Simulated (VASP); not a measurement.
Band structure of SnS2 (1T layered). Calculation: PBEsol GGA with spin-orbit coupling, VASP's PBE PAW potentials (set 64) (plane waves; VASP).

The path is coarsely sampled, so an indirect gap can come out somewhat too large. Without a dispersion term in the relaxation, distances and binding between the weakly bound layers, chains or molecules are unreliable, and so is what depends on them.

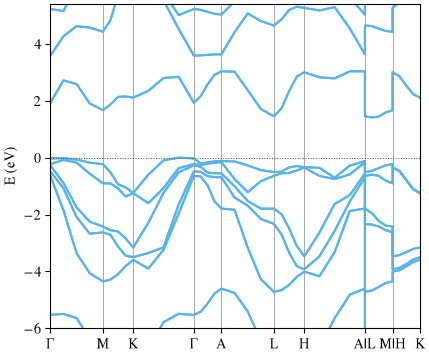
Fig. 1. Bands along high-symmetry lines, zero at the valence-band maximum or, without a gap, the Fermi level

Read the plot: is there a gap, and where are the band edges?

The gap is indirect, 1.42 eV, from the valence maximum at K-Γ at 0.75 to the conduction minimum at L-M at 0.25.

The compound is SnS2 in the 1T layered structure. It was relaxed first.
